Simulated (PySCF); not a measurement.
| atom | x (Å) | y (Å) | z (Å) |
| --- | --- | --- | --- |
| Al | 0.7296 | -0.7775 | -0.2348 |
| Cl | -1.0795 | 0.5099 | 0.3804 |
| N | 0.4180 | -0.6662 | -2.1240 |
| C | 0.6173 | -0.8518 | -3.2872 |
| O | 0.8053 | -1.0308 | -4.4491 |

Geometry: PBE0-D3(BJ)/def2-SVPD.

Computed with PySCF 2.14.0, wB97M-D3(BJ)/def2-TZVPD, SCF density, gas phase.

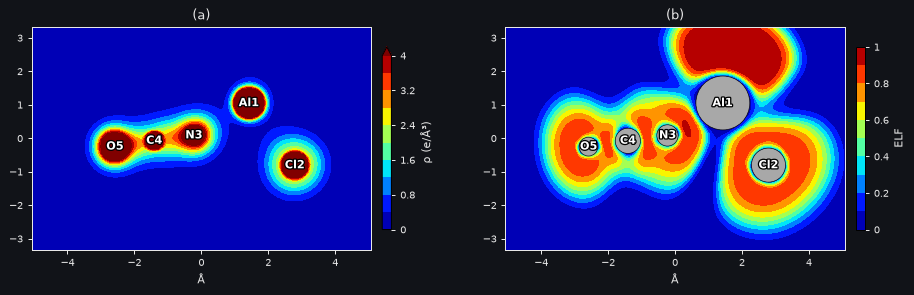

CAlClNO (charge −1). (a) total electron density; (b) ELF on the molecular plane. Grey discs cover the atomic cores in the ELF map.

Question: What does the map show?

Answer:
- The plane passes through Al, Cl, N, C and O nuclei.
- C–O (1.19 Å): ρ is about 3.4 e/Å³ halfway; the ELF peaks at about 0.85 between the atoms: a multiple bond.
- C–N (1.19 Å): ρ is about 3.2 e/Å³ halfway; the ELF peaks at about 0.85 between the atoms: a short, multiple covalent bond.
- Al–N (1.92 Å): the density is about 0.58 e/Å³ at the midpoint; the ELF peaks at about 0.90 in the valence shell of N, 0.6 Å from its nucleus, and is about 0.60 at the midpoint.
- Al–Cl (2.30 Å): the density is about 0.5 e/Å³ at the midpoint; the ELF peaks at about 0.85 in the valence shell of Cl, 0.9 Å from its nucleus, and is about 0.75 at the midpoint.
- The ELF also peaks beside Cl2 and O5, away from the bonds: lone-pair regions.
